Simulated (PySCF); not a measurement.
```xyz
16

C     1.3206   -0.3768   -1.4369
O     0.9919    0.5076   -0.3840
C    -0.1963    0.1771    0.2934
C    -1.3920    0.6374   -0.3964
O    -1.2943    1.6457   -1.3147
C    -0.2354   -1.0884    1.1228
C    -0.0995    0.2297    1.8175
H     0.5176   -0.4362   -2.1793
H     2.2200    0.0254   -1.8999
H     1.5252   -1.3844   -1.0623
H    -2.3847    0.4402   -0.0429
H    -0.3523    1.8613   -1.3972
H    -1.1776   -1.6100    1.1853
H     0.6299   -1.7324    1.0986
H    -0.9446    0.6244    2.3580
H     0.8640    0.4883    2.2266
```

Geometry: GFN2-xTB.

Theory: PySCF 2.14.0, density-fitted response routines, UKS B3LYP, pcH-1 on C H O, non-relativistic, mean-field spin-orbit, GIAO.

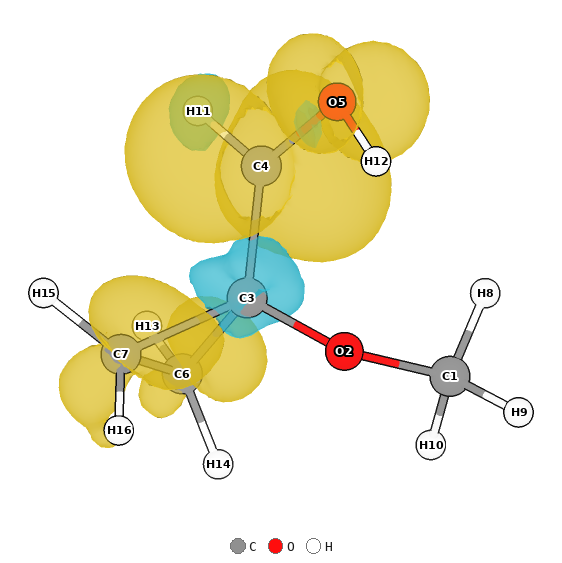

C5H9O2 (SMILES COC1([CH]O)CC1) (doublet). Isosurfaces of the spin density (α minus β) at +0.015 (yellow) and −0.015 e/Å³ (cyan), seen at a tilt.

### Describe the spin distribution.

The unpaired spin (1 electron) lies mostly on C4 (about 0.6) and O5 (about 0.2), in electrons by Hirshfeld's partition.
